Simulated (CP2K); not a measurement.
**SCl2O2 (sulfuryl chloride), step by step**

Aim: a series of 8 runs (PBE0/pcseg-1, UPBE0/pcseg-1) of Cl2O2S. The setting varied is the cutoff. 

The results are computed with CP2K 2026.2.

6 further runs of the same task are left out: 3 that didn't finish, 3 set aside as unsound or not needed.

### Step 1. Starting point

The species is SCl2O2 (5 atoms), meant as a singlet with charge 0. SMILES: `O=S(=O)(Cl)Cl`. The shape is that of a PBE0-D4/def2-TZVP optimisation.

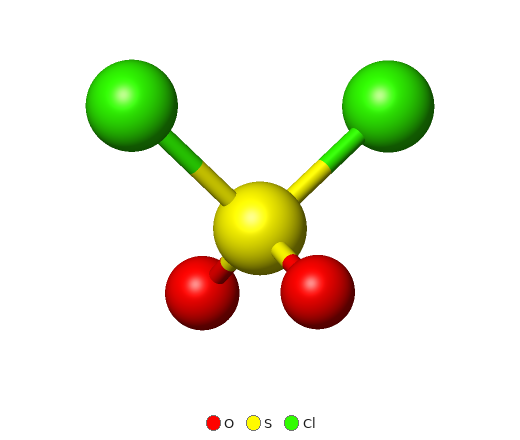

Viewed from a chosen angle; oxygen red, sulfur yellow, chlorine green.

### Step 2. Energy and gradient at PBE0/pcseg-1 (run 1)

The input, molecule.inp:

```
&global
    project molecule
    run_type ENERGY_FORCE
    print_level MEDIUM
&end global
&force_eval
    method QUICKSTEP
    &dft
        basis_set_file_name ./pcseg_1.basis
        potential_file_name POTENTIAL
        &qs
            method GAPW
            eps_default 1.0E-10
        &end qs
        &mgrid
            cutoff 200
            rel_cutoff 50
            ngrids 4
        &end mgrid
        &poisson
            periodic NONE
            poisson_solver MULTIPOLE
        &end poisson
        &scf
            scf_guess ATOMIC
            eps_scf 1.0E-06
            max_scf 100
            added_mos 10
            &diagonalization
                algorithm STANDARD
            &end diagonalization
            &mixing
                method DIRECT_P_MIXING
                alpha 0.4
            &end mixing
        &end scf
        &xc
            &xc_functional
                &pbe
                    scale_x 0.75
                    scale_c 1.0
                &end pbe
            &end xc_functional
            &hf
                fraction 0.25
                &screening
                    eps_schwarz 1.0E-09
                &end screening
                &memory
                    max_memory 1750
                &end memory
            &end hf
        &end xc
        &print
            &moments
                periodic F
                reference COM
                max_moment 1
            &end moments
            &mo ON
                energies T
                occupation_numbers T
                ndigits 6
                &each
                    qs_scf 0
                &end each
                add_last NUMERIC
            &end mo
            &hirshfeld OFF
            &end hirshfeld
        &end print
    &end dft
    &subsys
        &cell
            abc 9.2 9.6 9.8
            periodic NONE
        &end cell
        &coord
            UNIT bohr
            O      1.6366918     0.5674848    -2.3557326
            S     -0.1294462     0.2396173    -0.3737878
            O     -2.6110346     1.2353140    -0.4554240
            Cl    -0.3960866    -3.4869226     0.3399617
            Cl     1.4998756     1.4445066     2.8451717
        &end coord
        &topology
            &center_coordinates
            &end center_coordinates
        &end topology
        &kind O
            basis_set pcseg-1
            potential ALL
        &end kind
        &kind S
            basis_set pcseg-1
            potential ALL
        &end kind
        &kind Cl
            basis_set pcseg-1
            potential ALL
        &end kind
    &end subsys
    &print
        &forces ON
        &end forces
    &end print
&end force_eval
```

Run with:

```console
$ OMP_NUM_THREADS=2 cp2k.psmp molecule.inp > molecule.out
```

The log of the run:

```text
CP2K| version string:                                       CP2K version 2026.2
[...]
 GLOBAL| Method name                                                        CP2K
[...]
 GLOBAL| Run type                                                   ENERGY_FORCE
[...]
 DFT| Spin restricted Kohn-Sham (RKS) calculation                            RKS
 DFT| Multiplicity                                                             1
[...]
 DFT| Charge                                                                   0
[...]
 FUNCTIONAL| PBE:
 QS| Method:                                                                GAPW
[...]
 QS| Density cutoff [a.u.]:                                                100.0
[...]
 QS| Relative density cutoff [a.u.]:                                        25.0
[...]
                             - Atoms:                                          5
[...]
                             - Spherical basis functions:                     82
[...]
 Number of electrons:                                                         66
[...]
     1 P_Mix/Diag. 0.40E+00    4.6     0.40777212     -1469.7228858096 -1.47E+03
[...]
    13 DIIS/Diag.  0.79E-06    0.3     0.00000066     -1468.2793286069 -1.68E-11
  *** SCF run converged in    13 steps ***
[...]
  Overlap energy of the core charge distribution:               0.00000393703887
  Self energy of the core charge distribution:               -715.44858537799564
  Core Hamiltonian energy:                                   -771.93505478966938
  Hartree energy:                                             116.04445129933011
  Exchange-correlation energy:                                -13.50812613115837
  Hartree-Fock Exchange energy:                               -24.14218551075212
[...]
 ENERGY| Total FORCE_EVAL ( QS ) energy [hartree]          -1468.279328606929084
 FORCES| Atomic forces [hartree/bohr]
 FORCES|   Atom     x               y               z               |f|
 FORCES|      1  2.69193020E-02  3.82073906E-03 -2.81910680E-02   3.91660974E-02
 FORCES|      2  4.18162889E-03 -8.77780222E-03  1.34027375E-02   1.65580556E-02
 FORCES|      3 -3.63363955E-02  1.37781850E-02  1.82101107E-04   3.88613585E-02
 FORCES|      4 -1.23153191E-03 -1.43286313E-02  2.24857854E-03   1.45561826E-02
 FORCES|      5  6.36359533E-03  5.14802417E-03  1.23353024E-02   1.48039583E-02
 FORCES| Sum    -1.03401225E-04 -3.59485308E-04 -2.23485347E-05
 FORCES| Total atomic force                                       3.74727844E-04
[...]
```

Wall time 18 s (2 threads of AMD EPYC 7R43 (Zen 3), shared host); peak memory 0.6 GiB.

### Step 3. The triplet: energy and forces at UPBE0/pcseg-1 (run 2)

The input, run.inp:

```
&GLOBAL
 PROJECT run
 RUN_TYPE ENERGY_FORCE
 PRINT_LEVEL MEDIUM
&END GLOBAL

&FORCE_EVAL
 METHOD QUICKSTEP
 &DFT
  BASIS_SET_FILE_NAME ./pcseg_1.basis
  POTENTIAL_FILE_NAME POTENTIAL
  MULTIPLICITY 3
  SPIN_POLARIZED T
  &QS
   METHOD GAPW
   EPS_DEFAULT 1.0E-10
  &END QS
  &MGRID
   CUTOFF 200
   REL_CUTOFF 50
   NGRIDS 4
  &END MGRID
  &POISSON
   PERIODIC NONE
   POISSON_SOLVER MULTIPOLE
  &END POISSON
  &SCF
   SCF_GUESS ATOMIC
   EPS_SCF 1.0E-06
   MAX_SCF 40
   &OT
    MINIMIZER DIIS
    PRECONDITIONER FULL_SINGLE_INVERSE
   &END OT
   &OUTER_SCF
    EPS_SCF 1.0E-06
    MAX_SCF 5
   &END OUTER_SCF
  &END SCF
  &XC
   &XC_FUNCTIONAL
    &PBE
     SCALE_X 0.75
     SCALE_C 1.0
    &END PBE
   &END XC_FUNCTIONAL
   &HF
    FRACTION 0.25
    &SCREENING
     EPS_SCHWARZ 1.0E-09
    &END SCREENING
    &MEMORY
     MAX_MEMORY 1750
    &END MEMORY
   &END HF
  &END XC
  &PRINT
   &MOMENTS
    PERIODIC F
    REFERENCE COM
    MAX_MOMENT 1
   &END MOMENTS
   &MO_CUBES
    NLUMO 1
    NHOMO -1
    WRITE_CUBE F
   &END MO_CUBES
   &HIRSHFELD OFF
   &END HIRSHFELD
  &END PRINT
 &END DFT
 &SUBSYS
  &CELL
   ABC 9.2 9.6 9.8
   PERIODIC NONE
  &END CELL
  &COORD
   UNIT bohr
   O      1.6366918     0.5674848    -2.3557326
   S     -0.1294462     0.2396173    -0.3737878
   O     -2.6110346     1.2353140    -0.4554240
   Cl    -0.3960866    -3.4869226     0.3399617
   Cl     1.4998756     1.4445066     2.8451717
  &END COORD
  &TOPOLOGY
   &CENTER_COORDINATES
   &END CENTER_COORDINATES
  &END TOPOLOGY
  &KIND O
   BASIS_SET pcseg-1
   POTENTIAL ALL
  &END KIND
  &KIND S
   BASIS_SET pcseg-1
   POTENTIAL ALL
  &END KIND
  &KIND Cl
   BASIS_SET pcseg-1
   POTENTIAL ALL
  &END KIND
 &END SUBSYS
 &PRINT
  &FORCES ON
  &END FORCES
 &END PRINT
&END FORCE_EVAL
```

Run with:

```console
$ OMP_NUM_THREADS=2 cp2k.psmp -i run.inp > run.out 2>&1
```

The log of the run:

```text
CP2K| version string:                                       CP2K version 2026.2
 CP2K| Input file name                                                   run.inp

[... 373 lines left out ...]
  Decoupling Energy:                                               0.0021658537
[... 131 lines left out ...]
  Core Hamiltonian energy:                                   -548.49617051821087
[... 118 lines left out ...]
  Hartree energy:                                             114.89884494441094
[... 118 lines left out ...]
  Exchange-correlation energy:                                -14.75801331609543
[... 118 lines left out ...]
  Hartree-Fock Exchange energy:                               -24.06763614928192
[... 122 lines left out ...]
  Total energy:                                             -1271.11433663421940
[... 1 line left out ...]
  outer SCF iter =    6 RMS gradient =   0.34E+01 energy =      -1271.1143366342
  outer SCF loop FAILED to converge after    6 iterations or  240 steps

 *******************************************************************************
 *   ___                                                                       *
 *  /   \                                                                      *
 * [ABORT]                                                                     *
 *  \___/     SCF run NOT converged. To continue the calculation regardless,   *
 *    |             please set the keyword IGNORE_CONVERGENCE_FAILURE.         *
 *  O/|                                                                        *
 * /| |                                                                        *
 * / \                                                            qs_scf.F:702 *
 *******************************************************************************

 ===== Routine Calling Stack =====

            4 scf_env_do_scf
            3 qs_energies
            2 qs_forces
            1 CP2K
```

Run time: 2.5 min. Hardware: 2 threads of AMD EPYC 7R43 (Zen 3), shared host; peak memory 0.65 GiB.

The run stopped without converging.

Runs 3 to 4 aren't shown in full; the table further down has their settings and results.

### Step 4. Energy and gradient at PBE0/pcseg-1 (run 5)

The input, job.inp:

```
&GLOBAL
 PROJECT job
 RUN_TYPE ENERGY_FORCE
 PRINT_LEVEL MEDIUM
&END GLOBAL

&FORCE_EVAL
 METHOD QS
 &DFT
  BASIS_SET_FILE_NAME ./pcseg_1.basis
  POTENTIAL_FILE_NAME POTENTIAL
  &QS
   METHOD GAPW
   EPS_DEFAULT 1.0E-10
  &END QS
  &MGRID
   CUTOFF 400
   REL_CUTOFF 50
   NGRIDS 4
  &END MGRID
  &POISSON
   PERIODIC NONE
   POISSON_SOLVER MULTIPOLE
  &END POISSON
  &SCF
   SCF_GUESS ATOMIC
   EPS_SCF 1.0E-06
   MAX_SCF 100
   ADDED_MOS 10
   &DIAGONALIZATION
    ALGORITHM STANDARD
   &END DIAGONALIZATION
   &MIXING
    METHOD DIRECT_P_MIXING
    ALPHA 0.4
   &END MIXING
  &END SCF
  &XC
   &XC_FUNCTIONAL
    &PBE
     SCALE_X 0.75
     SCALE_C 1.0
    &END PBE
   &END XC_FUNCTIONAL
   &HF
    FRACTION 0.25
    &SCREENING
     EPS_SCHWARZ 1.0E-09
    &END SCREENING
    &MEMORY
     MAX_MEMORY 1750
    &END MEMORY
   &END HF
  &END XC
  &PRINT
   &MOMENTS
    PERIODIC F
    REFERENCE COM
    MAX_MOMENT 1
   &END MOMENTS
   &MO ON
    ENERGIES T
    OCCUPATION_NUMBERS T
    NDIGITS 6
    &EACH
     QS_SCF 0
    &END EACH
    ADD_LAST NUMERIC
   &END MO
   &HIRSHFELD OFF
   &END HIRSHFELD
  &END PRINT
 &END DFT
 &SUBSYS
  &CELL
   ABC 9.2 9.6 9.8
   PERIODIC NONE
  &END CELL
  &COORD
   UNIT bohr
   O      1.6366918     0.5674848    -2.3557326
   S     -0.1294462     0.2396173    -0.3737878
   O     -2.6110346     1.2353140    -0.4554240
   Cl    -0.3960866    -3.4869226     0.3399617
   Cl     1.4998756     1.4445066     2.8451717
  &END COORD
  &TOPOLOGY
   &CENTER_COORDINATES
   &END CENTER_COORDINATES
  &END TOPOLOGY
  &KIND O
   BASIS_SET pcseg-1
   POTENTIAL ALL
  &END KIND
  &KIND S
   BASIS_SET pcseg-1
   POTENTIAL ALL
  &END KIND
  &KIND Cl
   BASIS_SET pcseg-1
   POTENTIAL ALL
  &END KIND
 &END SUBSYS
 &PRINT
  &FORCES ON
  &END FORCES
 &END PRINT
&END FORCE_EVAL
```

Run with:

```console
$ OMP_NUM_THREADS=2 cp2k.psmp -i job.inp -o job.out
```

The log of the run:

```text
CP2K| version string:                                       CP2K version 2026.2
[...]
 GLOBAL| Method name                                                        CP2K
[...]
 GLOBAL| Run type                                                   ENERGY_FORCE
[...]
 DFT| Spin restricted Kohn-Sham (RKS) calculation                            RKS
 DFT| Multiplicity                                                             1
[...]
 DFT| Charge                                                                   0
[...]
 FUNCTIONAL| PBE:
 QS| Method:                                                                GAPW
[...]
 QS| Density cutoff [a.u.]:                                                200.0
[...]
 QS| Relative density cutoff [a.u.]:                                        25.0
[...]
                             - Atoms:                                          5
[...]
                             - Spherical basis functions:                     82
[...]
 Number of electrons:                                                         66
[...]
     1 P_Mix/Diag. 0.40E+00    6.0     0.40776407     -1469.7228621179 -1.47E+03
[...]
    13 DIIS/Diag.  0.79E-06    1.4     0.00000066     -1468.2792781318 -1.68E-11
  *** SCF run converged in    13 steps ***
[...]
  Overlap energy of the core charge distribution:               0.00000393703887
  Self energy of the core charge distribution:               -715.44858537799564
  Core Hamiltonian energy:                                   -771.93519868938711
  Hartree energy:                                             116.04456588311446
  Exchange-correlation energy:                                -13.50808274015465
  Hartree-Fock Exchange energy:                               -24.14217974976337
[...]
 ENERGY| Total FORCE_EVAL ( QS ) energy [hartree]          -1468.279278131753699
 FORCES| Atomic forces [hartree/bohr]
 FORCES|   Atom     x               y               z               |f|
 FORCES|      1  2.73339352E-02  3.99491347E-03 -2.83007826E-02   3.95479158E-02
 FORCES|      2  4.19038571E-03 -8.80069116E-03  1.34062009E-02   1.65752140E-02
 FORCES|      3 -3.66344661E-02  1.40025313E-02  3.04864356E-04   3.92205039E-02
 FORCES|      4 -1.23914443E-03 -1.43351629E-02  2.24903330E-03   1.45633281E-02
 FORCES|      5  6.35218650E-03  5.15059633E-03  1.23362674E-02   1.48007571E-02
 FORCES| Sum     2.89694312E-06  1.21870857E-05 -4.41662172E-06
 FORCES| Total atomic force                                       1.32824654E-05
[...]
```

It took 34 s on 2 threads of AMD EPYC 7R43 (Zen 3), shared host; peak memory 1 GiB.

Runs 6 to 7 aren't shown in full; the table further down has their settings and results.

### Step 5. The triplet: energy and gradient at UPBE0/pcseg-1 (run 8)

The input, molecule.inp:

```
&GLOBAL
  PROJECT_NAME molecule
  RUN_TYPE ENERGY_FORCE
  PRINT_LEVEL MEDIUM
&END GLOBAL

&FORCE_EVAL
  METHOD QS
  &DFT
    BASIS_SET_FILE_NAME ./pcseg_1.basis
    POTENTIAL_FILE_NAME POTENTIAL
    MULTIPLICITY 3
    LSD T
    ! Quickstep
    &QS
      METHOD GAPW
      EPS_DEFAULT 1.0E-10
    &END QS
    ! plane-wave cutoff in Ry
    &MGRID
      CUTOFF 550
      REL_CUTOFF 50
      NGRIDS 4
    &END MGRID
    ! no periodic images
    &POISSON
      PERIODIC NONE
      POISSON_SOLVER MULTIPOLE
    &END POISSON
    &SCF
      SCF_GUESS ATOMIC
      EPS_SCF 1.0E-06
      MAX_SCF 40
      &OT
        MINIMIZER DIIS
        PRECONDITIONER FULL_SINGLE_INVERSE
      &END OT
      &OUTER_SCF
        EPS_SCF 1.0E-06
        MAX_SCF 5
      &END OUTER_SCF
    &END SCF
    ! functional
    &XC
      &XC_FUNCTIONAL
        &PBE
          SCALE_X 0.75
          SCALE_C 1.0
        &END PBE
      &END XC_FUNCTIONAL
      ! exact exchange
      &HF
        FRACTION 0.25
        &SCREENING
          EPS_SCHWARZ 1.0E-09
        &END SCREENING
        &MEMORY
          MAX_MEMORY 1750
        &END MEMORY
      &END HF
    &END XC
    ! extra output
    &PRINT
      &MOMENTS
        PERIODIC F
        REFERENCE COM
        MAX_MOMENT 1
      &END MOMENTS
      &MO_CUBES
        NLUMO 1
        NHOMO -1
        WRITE_CUBE F
      &END MO_CUBES
      &HIRSHFELD OFF
      &END HIRSHFELD
    &END PRINT
  &END DFT
  ! structure
  &SUBSYS
    &CELL
      ABC 9.2 9.6 9.8
      PERIODIC NONE
    &END CELL
    &COORD
      UNIT bohr
      O      1.6366918     0.5674848    -2.3557326
      S     -0.1294462     0.2396173    -0.3737878
      O     -2.6110346     1.2353140    -0.4554240
      Cl    -0.3960866    -3.4869226     0.3399617
      Cl     1.4998756     1.4445066     2.8451717
    &END COORD
    &TOPOLOGY
      &CENTER_COORDINATES
      &END CENTER_COORDINATES
    &END TOPOLOGY
    &KIND O
      BASIS_SET pcseg-1
      POTENTIAL ALL
    &END KIND
    &KIND S
      BASIS_SET pcseg-1
      POTENTIAL ALL
    &END KIND
    &KIND Cl
      BASIS_SET pcseg-1
      POTENTIAL ALL
    &END KIND
  &END SUBSYS
  &PRINT
    &FORCES ON
    &END FORCES
  &END PRINT
&END FORCE_EVAL
```

Run with:

```console
$ OMP_NUM_THREADS=2 cp2k.psmp -i molecule.inp > molecule.out 2>&1
```

The log of the run:

```text
CP2K| version string:                                       CP2K version 2026.2
 CP2K| Input file name                                              molecule.inp

[... 373 lines left out ...]
  Decoupling Energy:                                               0.0021660523
[... 131 lines left out ...]
  Core Hamiltonian energy:                                   -493.17638147026423
[... 118 lines left out ...]
  Hartree energy:                                             114.54040585779595
[... 118 lines left out ...]
  Exchange-correlation energy:                                -14.60060828031413
[... 118 lines left out ...]
  Hartree-Fock Exchange energy:                               -24.10143331529935
[... 122 lines left out ...]
  Total energy:                                             -1375.11576241046032
[... 1 line left out ...]
  outer SCF iter =    6 RMS gradient =   0.23E+01 energy =      -1375.1157624105
  outer SCF loop FAILED to converge after    6 iterations or  240 steps

 *******************************************************************************
 *   ___                                                                       *
 *  /   \                                                                      *
 * [ABORT]                                                                     *
 *  \___/     SCF run NOT converged. To continue the calculation regardless,   *
 *    |             please set the keyword IGNORE_CONVERGENCE_FAILURE.         *
 *  O/|                                                                        *
 * /| |                                                                        *
 * / \                                                            qs_scf.F:702 *
 *******************************************************************************

 ===== Routine Calling Stack =====

            4 scf_env_do_scf
            3 qs_energies
            2 qs_forces
            1 CP2K
```

Run time: 14 min. Hardware: 2 threads of AMD EPYC 7R43 (Zen 3), shared host; peak memory 1.7 GiB.

No converged result was reached.

### Step 6. All runs side by side

| run | level | cutoff | iteration cap | partner | energy (Eh) | wall time |
| --- | --- | --- | --- | --- | --- | --- |
| 1 | PBE0/pcseg-1 | 200 | 100 | base | -1468.279329 | 18 s |
| 2 | UPBE0/pcseg-1 | 200 | 40 | triplet | not converged | 2.5 min |
| 3 | PBE0/pcseg-1 | 280 | 100 | base | -1468.279277 | 23 s |
| 4 | UPBE0/pcseg-1 | 280 | 40 | triplet | not converged | 3.5 min |
| 5 | PBE0/pcseg-1 | 400 | 100 | base | -1468.279278 | 34 s |
| 6 | UPBE0/pcseg-1 | 400 | 40 | triplet | not converged | 9.2 min |
| 7 | PBE0/pcseg-1 | 550 | 100 | base | -1468.279282 | 45 s |
| 8 | UPBE0/pcseg-1 | 550 | 40 | triplet | not converged | 14 min |

Convergence of the total energy of singlet SCl2O2 with the cutoff, against the last point:

| cutoff | from the last (mEh) | wall time |
| --- | --- | --- |
| 200 Ry | -0.047 | 18 s |
| 280 Ry | +0.005 | 23 s |
| 400 Ry | +0.004 | 34 s |
| 550 Ry | +0.000 | 45 s |

Convergence of the largest force on an atom of singlet SCl2O2 with the cutoff, against the last point:

| cutoff | from the last (eV/Å) | wall time |
| --- | --- | --- |
| 200 Ry | -0.02151 | 18 s |
| 280 Ry | +0.00050 | 23 s |
| 400 Ry | -0.00187 | 34 s |
| 550 Ry | +0.00000 | 45 s |

### Step 7. Results

| quantity | value |
| --- | --- |
| run 7, PBE0/pcseg-1: total energy | -1468.27928 Eh |
| run 7, PBE0/pcseg-1: dipole moment | 1.58 D |
| run 7, PBE0/pcseg-1: HOMO energy | -10.00 eV |
| run 7, PBE0/pcseg-1: LUMO energy | -3.14 eV |
| run 7, PBE0/pcseg-1: HOMO–LUMO gap | 6.86 eV |
| run 7, PBE0/pcseg-1: largest force on an atom | 2.036 eV/Å |

What this shows: For the total energy of singlet SCl2O2 to stay within 0.01 mEh of the last point, 280 Ry is the first point of the series from which all later ones do (23 s against 45 s). For the largest force on an atom of singlet SCl2O2 to stay within 0.02 eV/Å of the last point, 280 Ry is the first point of the series from which all later ones do (23 s against 45 s). For the largest force on an atom of singlet SCl2O2 to stay within 0.005 eV/Å of the last point, 280 Ry is the first point of the series from which all later ones do (23 s against 45 s). Over the runs the total energy spans 0.001 eV, nearly all of it from run 1, PBE0/pcseg-1, which stands apart from the rest. All runs together took 31 min, the longest 14 min. 4 of the 8 runs did not end normally.
